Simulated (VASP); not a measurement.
Band structure of BaS (rock salt). Calculation: vdW-DF-cx, VASP's PBE PAW potentials (set 64) (plane waves; VASP).

Unless said otherwise, spin-orbit coupling is left out, though it shifts the bands of the heavy elements here.

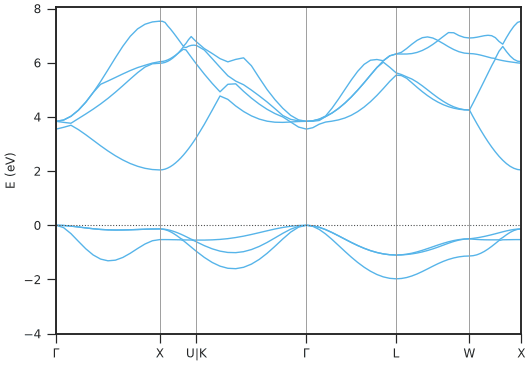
Fig. 1. Bands along high-symmetry lines, zero at the valence-band maximum or, without a gap, the Fermi level

Q: Read the plot: is there a gap, and where are the band edges?

A: The gap is indirect, 2.04 eV, from the valence maximum at Γ to the conduction minimum at X. (Edges off the drawn lines would not show.)

The compound is BaS in the rock salt structure. It was relaxed first.
